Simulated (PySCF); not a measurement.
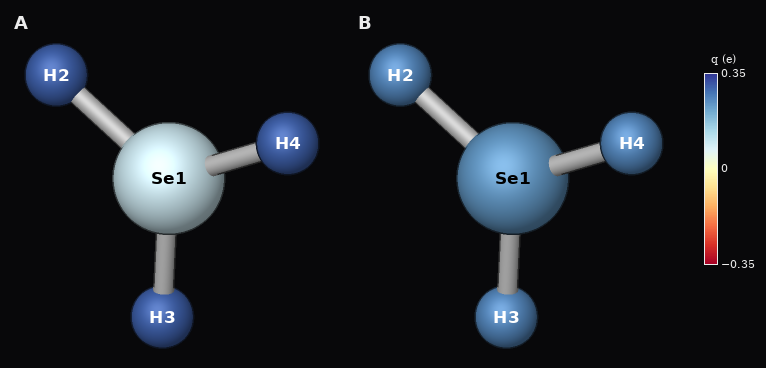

Atomic charges of one calculation by 2 schemes, on one colour scale. The species has charge +1 and is a spin singlet. The computed geometry is a stationary point of PBE0/def2-TZVP, a saddle point of order 1. Method: PBE0/def2-TZVP (PySCF 2.14.0).

The schemes are Mulliken, atomic polar tensor. Which panel shows which?

Answer. A Mulliken, B atomic polar tensor.

List the charges (e), one line for each set of equivalent atoms.

```json
{"atom": "Se1", "Mulliken": "0.09", "atomic polar tensor": "0.23"}
{"atom": "H2, H3, H4", "Mulliken": "0.30", "atomic polar tensor": "0.26"}
```

This isn't the lowest structure that the search found: a singlet minimum of C3v symmetry lies 155 kJ/mol lower at the level of the geometry.
